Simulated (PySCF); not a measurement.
**H11NO3Si4: geometry, NMR shifts and electronic excitations**

What NMR shifts and electronic excitations should H11NO3Si4 (`N[SiH2]O[SiH](O[SiH3])O[SiH3]`) show?

Computed with PySCF 2.14.0, with density-fitted response routines of our own, on a single molecule in the gas phase. Atoms count from 0, in the outputs and in this text.

## Step 1: Starting geometry

19 atoms, charge 0, multiplicity 1; geometry from: GFN2-xTB. The atoms were then displaced at random by about 0.01 Å, so the start is not that level's minimum.

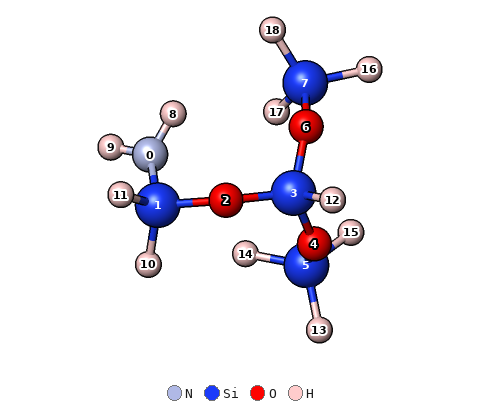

As it starts; nitrogen light blue, silicon blue, oxygen red, hydrogen pink, atoms numbered.

## Step 2: Optimising the geometry at PBE0-D3(BJ)/def2-SVP

What the job is given:

```
{"job": {"xc": "PBE0", "basis": "def2-SVP", "d3": "d3bj", "grid": 1, "shake": 0.01, "kind": "geom"}, "charge": 0, "multiplicity": 1}
N      2.093790     0.693700     0.724460
Si     2.319940    -0.446290    -0.525690
O      1.015450    -0.432030    -1.523240
Si    -0.535380    -0.355790    -1.536090
O     -1.199690    -1.496750    -0.581350
Si    -1.399060    -1.944470     0.968000
O     -1.044630     1.101110    -1.042040
Si    -1.411440     2.079480     0.190260
H      1.566090     1.566720     0.510290
H      2.805110     0.912880     1.389730
H      2.431300    -1.739590     0.152240
H      3.402970    -0.178270    -1.481950
H     -1.062500    -0.572350    -2.887200
H     -1.579970    -3.393530     0.853370
H     -0.240480    -1.605170     1.791020
H     -2.598360    -1.267170     1.484180
H     -2.869460     2.300620     0.109780
H     -1.059310     1.492880     1.489580
H     -0.665100     3.291090    -0.064590
```

Run with:

```
$ OMP_NUM_THREADS=1 python probes_run.py task.json out
```

One launch serves the whole session: the jobs run in the order shown.

Output:

```text
step   0  E = -1443.89779505  max force = 0.066452
step   1  E = -1443.91505531  max force = 0.004749
step   2  E = -1443.91660292  max force = 0.002145
step   3  E = -1443.91764869  max force = 0.005163
step   4  E = -1443.91827781  max force = 0.003751
step   5  E = -1443.91944369  max force = 0.003061
step   6  E = -1443.91988078  max force = 0.002966
step   7  E = -1443.92033118  max force = 0.003426
step   8  E = -1443.92074508  max force = 0.003586
step   9  E = -1443.92115887  max force = 0.004171
step  10  E = -1443.92143244  max force = 0.002418
step  11  E = -1443.92162059  max force = 0.000998
step  12  E = -1443.92168396  max force = 0.001461
step  13  E = -1443.92173314  max force = 0.001378
step  14  E = -1443.92180880  max force = 0.000770
step  15  E = -1443.92182475  max force = 0.000473
step  16  E = -1443.92185289  max force = 0.000534
step  17  E = -1443.92186710  max force = 0.000423
optimisation converged
```

Wall time 10 min (1 thread of Arm Neoverse N1, shared host); peak memory 0.86 GiB.

Step by step:

```csv
step,energy from step 0 (eV),largest force component (eV/Å)
0,0.0000,3.4171
1,-0.4697,0.2442
2,-0.5118,0.1103
3,-0.5402,0.2655
4,-0.5574,0.1929
5,-0.5891,0.1574
6,-0.6010,0.1525
7,-0.6132,0.1762
8,-0.6245,0.1844
9,-0.6358,0.2145
10,-0.6432,0.1243
11,-0.6483,0.0513
12,-0.6501,0.0751
13,-0.6514,0.0709
14,-0.6534,0.0396
15,-0.6539,0.0243
16,-0.6546,0.0275
17,-0.6550,0.0218
```

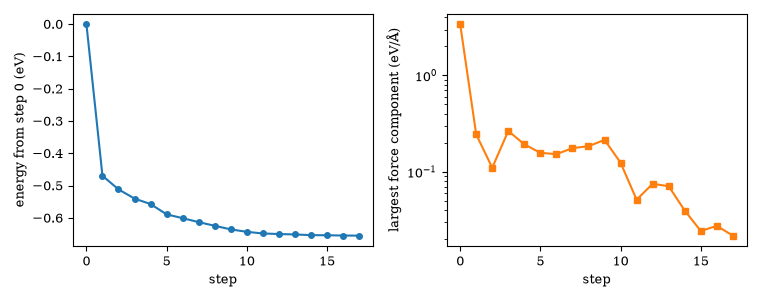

Energy and force, step by step.

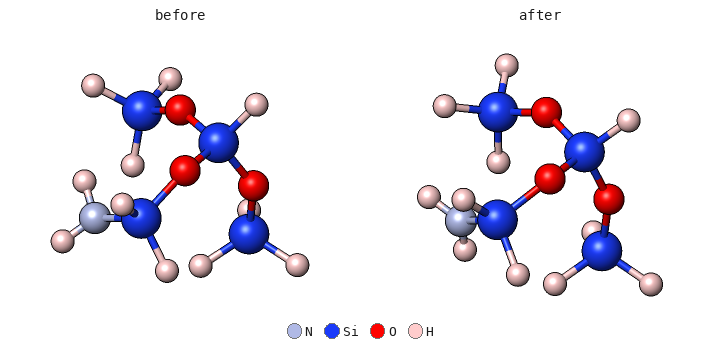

The geometry before (left) and after (right).

Close pairs (by a distance rule), those that changed most:

```csv
bond,before (Å),after (Å),change (Å)
O2–Si3,1.553,1.644,+0.092
Si7–H18,1.446,1.493,+0.048
O6–Si7,1.616,1.658,+0.042
Si5–H14,1.461,1.497,+0.036
N0–H8,1.042,1.012,-0.030
Si1–O2,1.642,1.669,+0.027
O4–Si5,1.625,1.652,+0.027
Si7–H17,1.468,1.495,+0.027
```

The final coordinates are the input of the step that follows.

```csv
at the end point,value
point group (found at 0.08 Å tolerance),C1
"rotational constants (GHz, main isotopes)","0.927, 0.883, 0.665"
dipole moment (D),2.45
```

## Step 3: Shielding tensors: PBE0/pcSseg-1

What the job is given:

```
{"job": {"kind": "nmr", "xc": "PBE0", "basis": "pcSseg-1"}, "charge": 0, "multiplicity": 1}
N      1.752691     0.683305     0.723001
Si     2.249364    -0.297395    -0.600969
O      1.005074    -0.588239    -1.674739
Si    -0.636160    -0.518774    -1.600466
O     -1.181598    -1.510550    -0.404938
Si    -1.264370    -1.983111     1.175619
O     -1.139487     1.018221    -1.289474
Si    -1.248176     2.169182    -0.101463
H      1.851476     1.690278     0.735825
H      1.500110     0.303865     1.626644
H      2.705625    -1.609675    -0.065072
H      3.316168     0.404216    -1.362508
H     -1.196438    -0.953313    -2.889700
H     -1.577007    -3.438490     1.234648
H      0.045110    -1.739957     1.859301
H     -2.325530    -1.215085     1.890644
H     -2.493942     2.954297    -0.331109
H     -1.312394     1.541103     1.253667
H     -0.080149     3.097872    -0.157184
```

With the program's defaults for keys left out, this is: GIAO PBE0/pcSseg-1 NMR shielding, non-relativistic, gas phase.

Output:

```text
coarse grid: 17640 points
cycle   1  E = -1444.0825686373  dE =  6.755e-01  |g| = 1.243e+00  |ddm| = 4.025e+00
cycle   2  E = -1443.6662285282  dE =  4.163e-01  |g| = 1.927e+00  |ddm| = 2.256e+00
cycle   3  E = -1444.3484116928  dE = -6.822e-01  |g| = 1.143e-01  |ddm| = 1.593e+00
cycle   4  E = -1444.3504070996  dE = -1.995e-03  |g| = 6.478e-02  |ddm| = 1.438e-01
cycle   5  E = -1444.3512195418  dE = -8.124e-04  |g| = 1.442e-02  |ddm| = 5.049e-02
cycle   6  E = -1444.3512626750  dE = -4.313e-05  |g| = 2.135e-03  |ddm| = 1.442e-02
cycle   7  E = -1444.3512633432  dE = -6.682e-07  |g| = 1.129e-03  |ddm| = 2.364e-03
final grid: 151416 points
cycle   8  E = -1444.4222750239  dE = -1.333e-05  |g| = 1.164e-02  |ddm| = 2.095e-02
cycle   9  E = -1444.4222426907  dE =  3.233e-05  |g| = 1.772e-02  |ddm| = 1.774e-02
cycle  10  E = -1444.4222979791  dE = -5.529e-05  |g| = 4.328e-04  |ddm| = 1.120e-02
cycle  11  E = -1444.4222980115  dE = -3.240e-08  |g| = 1.402e-04  |ddm| = 5.182e-04
cycle  12  E = -1444.4222980149  dE = -3.419e-09  |g| = 6.197e-05  |ddm| = 1.530e-04
cycle  13  E = -1444.4222980156  dE = -7.067e-10  |g| = 1.056e-05  |ddm| = 4.674e-05
converged SCF energy = -1444.4222980156

GIAO shielding tensors (ppm)
atom      isotropic    diamagn.    paramagn.     s11        s22        s33       span
  0 N      225.208     324.521     -99.313    201.674    225.526    248.425     46.751
  1 Si     391.028     881.048    -490.019    365.364    390.590    417.131     51.768
  2 O      212.653     404.021    -191.369    170.877    224.381    242.700     71.823
  3 Si     423.630     881.761    -458.131    415.517    419.928    435.445     19.928
  4 O      280.897     403.045    -122.148    252.564    289.730    300.398     47.833
  5 Si     394.037     880.466    -486.429    349.288    366.420    466.402    117.113
  6 O      279.681     402.855    -123.175    248.323    288.197    302.521     54.198
  7 Si     394.903     880.645    -485.742    356.095    368.100    460.514    104.420
  8 H       29.705      33.993      -4.288     24.366     25.354     39.395     15.029
  9 H       29.521      35.742      -6.221     24.038     25.778     38.747     14.708
 10 H       26.304      29.847      -3.543     23.032     24.206     31.674      8.643
 11 H       26.409      28.323      -1.914     22.443     24.416     32.369      9.926
 12 H       26.997      28.009      -1.013     23.444     23.522     34.024     10.580
 13 H       26.178      28.404      -2.226     22.796     24.027     31.711      8.914
 14 H       26.162      33.099      -6.937     22.198     26.753     29.534      7.336
 15 H       26.040      30.432      -4.392     22.750     24.645     30.725      7.976
 16 H       26.266      28.709      -2.442     22.862     24.149     31.787      8.925
 17 H       26.052      33.494      -7.442     23.120     25.632     29.403      6.283
 18 H       26.337      31.367      -5.029     22.839     25.446     30.728      7.889
```

Wall time 81 s (1 thread of Arm Neoverse N1, shared host); peak memory 1.1 GiB.

The references, computed at this level on geometries of the same kind, shield at (ppm): ¹H TMS 31.27, ²⁹Si TMS 352.0, ¹⁵N NH3 265.7, ¹⁷O H2O 334.6. Their shielding less the atom's gives the shift. The references are single molecules in the gas phase, so shifts against H2O, NH3, PH3, H3PO4 or CFCl3 are not on the usual liquid scales and can be off by tens of ppm. Atoms listed in one row are averaged.

```csv
atoms,environment,σ (ppm),δ (ppm)
"H13, H14, H15, H16, H17, H18",hydrogen on a silicon bonded to O,26.17,5.09
"H10, H11","hydrogen on a silicon bonded to N, O",26.36,4.91
H12,hydrogen on a silicon bonded to 3 O,27.00,4.27
"H8, H9",hydrogen on a nitrogen bonded to Si,29.61,1.65
N0,"nitrogen bonded to Si, 2 H",225.2,40.5
Si1,"silicon bonded to N, O, 2 H",391.0,-39.0
"Si5, Si7","silicon bonded to O, 3 H",394.5,-42.5
Si3,"silicon bonded to 3 O, H",423.6,-71.6
O2,oxygen bonded to 2 Si,212.7,121.9
"O4, O6",oxygen bonded to 2 Si,280.3,54.3
```

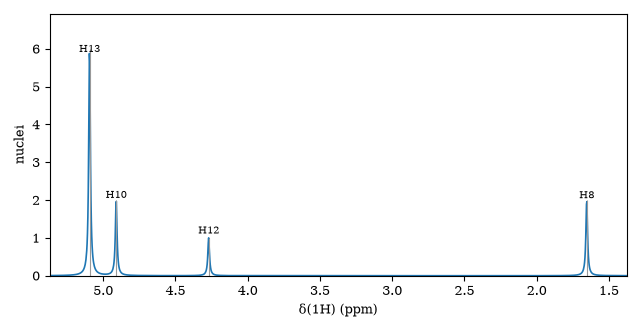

¹H lines at the computed shifts, without couplings. Lines are broadened to a width of 0.01 ppm (Lorentzian).

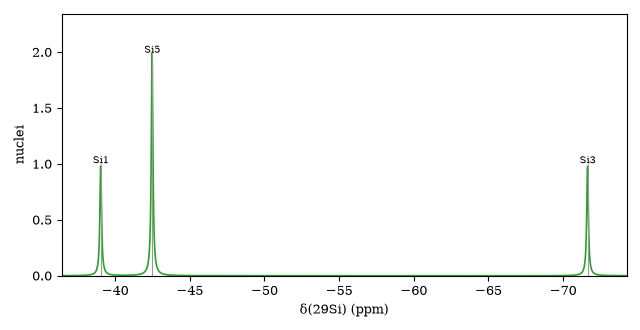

²⁹Si lines at the computed shifts, without couplings. Lines are broadened to a width of 0.13 ppm (Lorentzian).

The run also stored atomic charges by several schemes (e):

```csv
atoms,Mulliken,IAO,Hirshfeld,ESP fit
N0,-0.68,-0.84,-0.30,-0.97
Si1,0.91,1.08,0.43,0.70
O2,-0.76,-0.88,-0.32,-0.52
Si3,1.32,1.45,0.51,0.85
"O4, O6",-0.76,-0.87,-0.31,-0.45
"Si5, Si7",0.70,0.86,0.38,0.53
```

ESP fit charges:

N0 -0.97; Si1 0.70; O2 -0.52; Si3 0.85; O4 -0.44; Si5 0.51; O6 -0.45; Si7 0.55; H8 0.39; H9 0.36; H10 -0.11; H11 -0.10; H12 -0.12; H13 -0.10; H14 -0.10; H15 -0.10; H16 -0.12; H17 -0.12; H18 -0.10

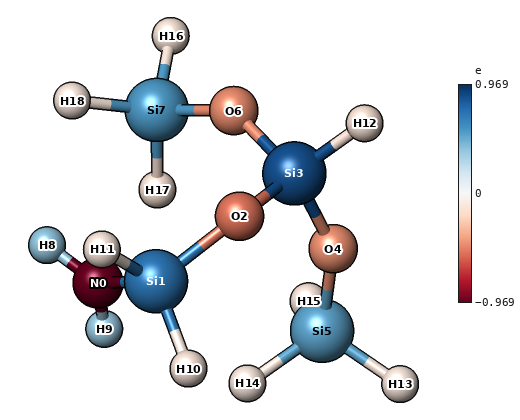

ESP fit charges, as colours on the atoms.

Mayer bond orders: N0–Si1 1.02, Si1–O2 0.90, O2–Si3 0.95, Si3–O4 0.90, O4–Si5 0.92, Si3–O6 0.92, O6–Si7 0.91.

## Step 4: TDDFT and polarisability: CAM-B3LYP/def2-SVPD

Settings changed since step 3:

```diff
@@ -1,2 +1,2 @@
-{"job": {"kind": "nmr", "xc": "PBE0", "basis": "pcSseg-1"}, "charge": 0, "multiplicity": 1}
+{"job": {"kind": "uv", "xc": "CAM-B3LYP", "basis": "def2-SVPD", "ip": true}, "charge": 0, "multiplicity": 1}
 N      1.752691     0.683305     0.723001
```

Level: TDDFT CAM-B3LYP/def2-SVPD, vertical, gas phase, core orbitals frozen in the response.

Output:

```text
coarse grid: 17640 points
cycle   1  E = -1444.1960484274  dE =  6.198e-01  |g| = 1.198e+00  |ddm| = 9.018e+00
cycle   2  E = -1444.0006768924  dE =  1.954e-01  |g| = 1.588e+00  |ddm| = 4.859e+00
cycle   3  E = -1444.4660298181  dE = -4.654e-01  |g| = 7.777e-02  |ddm| = 2.013e+00
cycle   4  E = -1444.4670563789  dE = -1.027e-03  |g| = 4.653e-02  |ddm| = 3.470e-01
cycle   5  E = -1444.4675019154  dE = -4.455e-04  |g| = 1.002e-02  |ddm| = 8.404e-02
cycle   6  E = -1444.4675247577  dE = -2.284e-05  |g| = 1.372e-03  |ddm| = 4.500e-02
cycle   7  E = -1444.4675252482  dE = -4.905e-07  |g| = 6.129e-04  |ddm| = 5.620e-03
final grid: 151416 points
cycle   8  E = -1444.6709299182  dE = -1.717e-05  |g| = 2.676e-03  |ddm| = 8.912e-02
cycle   9  E = -1444.6709294201  dE =  4.981e-07  |g| = 3.316e-03  |ddm| = 1.011e-02
cycle  10  E = -1444.6709315478  dE = -2.128e-06  |g| = 1.615e-04  |ddm| = 3.407e-03
cycle  11  E = -1444.6709315535  dE = -5.708e-09  |g| = 1.565e-04  |ddm| = 8.894e-04
cycle  12  E = -1444.6709315585  dE = -4.921e-09  |g| = 2.080e-05  |ddm| = 2.101e-04
cycle  13  E = -1444.6709315586  dE = -1.332e-10  |g| = 9.132e-06  |ddm| = 5.128e-05
converged SCF energy = -1444.6709315586

Static polarisability (au): isotropic 115.419, principal 108.963 117.933 119.360

Singlet excitations
state   eV       nm        f      main configurations
  1   6.8564    180.8   0.06152   H->L 0.62, H->L+1 0.16, H->L+3 0.11
  2   7.6326    162.4   0.00007   H-1->L 0.41, H-1->L+1 0.20
  3   7.7100    160.8   0.00132   H->L+1 0.44, H->L 0.14
  4   7.8180    158.6   0.01007   H-2->L 0.26, H-2->L+1 0.16
  5   7.8565    157.8   0.00824   H-3->L 0.13, H-3->L+1 0.13, H-1->L+2 0.11
  6   7.9373    156.2   0.02034   H->L+5 0.14, H->L+2 0.12, H-5->L+1 0.11
  7   8.0306    154.4   0.00604   H-2->L+2 0.11, H->L+2 0.10, H->L+5 0.09
  8   8.0936    153.2   0.01780   H->L+3 0.27, H->L+6 0.14, H->L+1 0.12
  9   8.1475    152.2   0.00898   H-1->L 0.29, H-1->L+1 0.15, H-4->L 0.11
 10   8.3029    149.3   0.00800   H->L+2 0.27, H->L+5 0.22, H->L+4 0.22

Triplet excitations (Tamm-Dancoff, eV): 6.4392 7.2703 7.3310 7.4113
Vertical ionisation energy (delta-SCF) = 10.1311 eV
```

Run time: 17 min. Hardware: 1 thread of Arm Neoverse N1, shared host; peak memory 1.4 GiB.

Frontier orbitals and where they lie:

```csv
orbital,eV,atoms
HOMO−3,-10.45,"O6 26 %, Si7 19 %, H16 14 %"
HOMO−2,-10.31,"O4 18 %, O6 15 %, Si5 13 %"
HOMO−1,-10.01,"O2 23 %, O4 16 %, O6 14 %"
HOMO,-9.35,"N0 65 %, Si1 8 %, O2 7 %"
LUMO,0.75,"Si5 17 %, Si7 14 %, Si1 12 %"
LUMO+1,0.91,"Si7 16 %, Si5 15 %, H17 9 %"
LUMO+2,1.25,"Si5 22 %, Si7 21 %, H14 8 %"
```

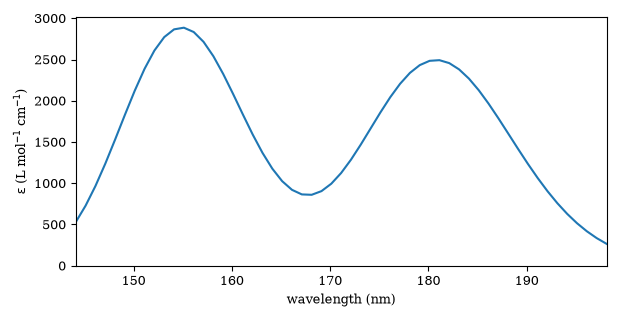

Absorption spectrum: each of the 10 states is a Gaussian band of 0.4 eV half-width at 1/e. Beyond the last state computed it falls off for lack of states.

Further results of this job:

```csv
property,computed
dipole moment (D),2.15
polarisability (Å³),17.10
HOMO–LUMO gap (eV),10.09
−ε(HOMO) (eV),9.35
```

## Step 5: NMR shieldings: HF/pcSseg-1

Settings changed since step 4:

```diff
@@ -1,2 +1,2 @@
-{"job": {"kind": "uv", "xc": "CAM-B3LYP", "basis": "def2-SVPD", "ip": true}, "charge": 0, "multiplicity": 1}
+{"job": {"kind": "nmr", "xc": "HF", "basis": "pcSseg-1", "pop": false}, "charge": 0, "multiplicity": 1}
 N      1.752691     0.683305     0.723001
```

Level: GIAO HF/pcSseg-1 NMR shielding, non-relativistic, gas phase.

Output:

```text
final grid: 151416 points
cycle   1  E = -1441.1993367952  dE =  4.820e-01  |g| = 9.013e-01  |ddm| = 3.895e+00
cycle   2  E = -1441.3357255513  dE = -1.364e-01  |g| = 5.324e-01  |ddm| = 9.277e-01
cycle   3  E = -1441.3847695326  dE = -4.904e-02  |g| = 7.668e-02  |ddm| = 3.437e-01
cycle   4  E = -1441.3867208168  dE = -1.951e-03  |g| = 1.262e-02  |ddm| = 1.241e-01
cycle   5  E = -1441.3867682227  dE = -4.741e-05  |g| = 3.459e-03  |ddm| = 2.112e-02
cycle   6  E = -1441.3867718613  dE = -3.639e-06  |g| = 1.146e-03  |ddm| = 5.337e-03
cycle   7  E = -1441.3867722650  dE = -4.037e-07  |g| = 2.583e-04  |ddm| = 1.614e-03
cycle   8  E = -1441.3867722972  dE = -3.227e-08  |g| = 8.284e-05  |ddm| = 5.334e-04
cycle   9  E = -1441.3867722996  dE = -2.349e-09  |g| = 3.454e-05  |ddm| = 1.148e-04
cycle  10  E = -1441.3867723000  dE = -4.288e-10  |g| = 5.283e-06  |ddm| = 5.090e-05
converged SCF energy = -1441.3867723000

GIAO shielding tensors (ppm)
atom      isotropic    diamagn.    paramagn.     s11        s22        s33       span
  0 N      238.361     327.011     -88.650    223.095    234.318    257.669     34.574
  1 Si     436.439     876.761    -440.322    418.914    435.966    454.438     35.525
  2 O      248.931     405.740    -156.809    211.550    259.694    275.547     63.996
  3 Si     468.864     877.353    -408.489    456.677    462.410    487.505     30.828
  4 O      302.230     405.518    -103.288    282.333    306.706    317.651     35.318
  5 Si     440.776     876.449    -435.673    406.468    421.858    494.003     87.536
  6 O      300.965     405.121    -104.156    275.251    304.752    322.892     47.641
  7 Si     440.185     876.649    -436.464    410.372    422.323    487.861     77.489
  8 H       30.196      34.130      -3.934     24.395     25.296     40.896     16.501
  9 H       30.042      35.830      -5.788     24.002     25.857     40.268     16.266
 10 H       27.325      29.982      -2.657     24.058     25.069     32.849      8.792
 11 H       27.381      28.587      -1.206     23.383     25.204     33.556     10.173
 12 H       27.952      28.250      -0.298     24.343     24.405     35.110     10.767
 13 H       27.122      28.681      -1.559     23.706     24.827     32.834      9.128
 14 H       27.220      33.113      -5.893     23.140     27.997     30.523      7.383
 15 H       27.050      30.503      -3.453     23.694     25.659     31.797      8.103
 16 H       27.199      28.995      -1.796     23.716     24.924     32.958      9.242
 17 H       27.114      33.399      -6.285     24.112     26.820     30.410      6.298
 18 H       27.294      31.433      -4.139     23.700     26.499     31.682      7.982
```

It took 44 s on 1 thread of Arm Neoverse N1, shared host; peak memory 1.2 GiB.

This run: δ N0 27.4, Si1 -43.0, Si5 -47.1, Si3 -75.4, H13 4.52, H10 4.33 ppm (means over like atoms).

## Step 6: Side by side: NMR shifts

Shifts (ppm) of some atoms, chosen among heavy atoms and hydrogens apart, means over like atoms, with basis size and wall time:

```csv
run,H13,H10,N0,Si1,Si5,O2,O4,functions,time
PBE0/pcSseg-1,5.09,4.91,40.5,-39.0,-42.5,121.9,54.3,219,81 s
HF/pcSseg-1,4.52,4.33,27.4,-43.0,-47.1,84.4,31.7,219,44 s
```

## Step 7: Summary of results

| quantity | value |
| --- | --- |
| point group | C1 |
| rotational constants (main isotopes) | 0.93, 0.88, 0.67 GHz |
| ¹H shifts against TMS (PBE0/pcSseg-1, means over atoms taken as alike) | 5.09, 4.91, 4.27, 1.65 ppm |
| ¹⁵N shifts against NH3 (PBE0/pcSseg-1) | 40.5 ppm |
| ²⁹Si shifts against TMS (PBE0/pcSseg-1, means over atoms taken as alike) | -39.0, -42.5, -71.6 ppm |
| ¹⁷O shifts against H2O (PBE0/pcSseg-1, means over atoms taken as alike) | 121.9, 54.3 ppm |
| lowest singlet (CAM-B3LYP/def2-SVPD) | 6.86 eV (181 nm), f = 0.062 |
| lowest triplet | 6.44 eV |
| vertical ionisation energy (ΔSCF) | 10.13 eV |
| range of the shift of O2 | 84.4 to 121.9 ppm |

What this shows: The optimisation took 17 steps and gained 0.655 eV; among the close pairs (by a distance rule), O2–Si3 changed most, from 1.553 to 1.644 Å. At PBE0/pcSseg-1: Shielding is most anisotropic at Si5, Si7 (span 111 ppm, paramagnetic term -486 ppm). The first singlet state (HOMO→LUMO 0.62, HOMO→LUMO+1 0.16) lies at 6.86 eV and is bright. The lowest triplet lies 0.42 eV below the lowest singlet (triplets in Tamm-Dancoff, singlets in full TDDFT). ΔSCF puts the ionisation energy at 10.13 eV, 0.79 eV above −ε(HOMO). Across the 2 runs the shift of O2 moves most, between 84.4 (HF/pcSseg-1) and 121.9 ppm (PBE0/pcSseg-1).
